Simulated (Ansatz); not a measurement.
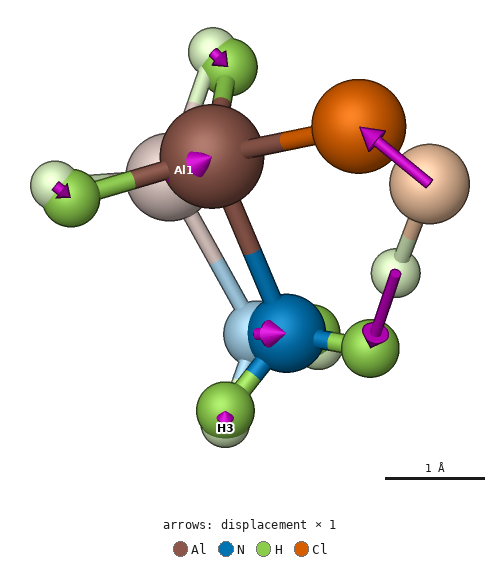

This is a relaxation of AlNH$_{5}$Cl. The starting structure is drawn faded, the final one solid; purple arrows show the displacements, at their true length. The two geometries are superimposed by the best rigid fit.

A ball-and-stick model, seen from a free direction.

The run prepares an end point of a later path (reaction) calculation, from a guessed geometry.

Theory: RKS PBE0/def2-SVP in Ansatz. Settings: no spin polarisation; force threshold 0.03 eV/Å; at most 50 steps.

What happened in the run?

An H atom moves most after the best rigid fit: 1.17 Å. By element the largest moves are H 1.17 Å, Cl 0.94 Å, Al 0.71 Å, N 0.39 Å. Some distances before and after: Cl–H 1.340 → 2.802 Å, Al–Cl 3.426 → 2.163 Å, H–N 2.250 → 1.023 Å, Al–N 1.873 → 2.065 Å. New bonds form, among them: Al–Cl (3.43 → 2.16 Å), H–N (2.25 → 1.02 Å). Bonds break, among them: Cl–H (1.34 → 2.80 Å). Bond angles that change, for instance: N–Al–H 116.7° → 101.7°, N–Al–H 116.3° → 101.9°, Al–N–H 123.4° → 113.5°. After 13 accepted moves (14 points after the start) the energy has fallen by 2.076 eV. The largest force component goes from 1.4 to 0.0052 eV/Å. The line search rejected the trial step at point 12 of the run. The run took 35 s on 1 thread of Arm Neoverse V2, on a shared host, peak memory 0.16 GiB.

Limits of the set-up: the start holds two separate molecules, 2.3 Å apart at their closest, whose relative position is a soft coordinate and is computed without a dispersion correction.
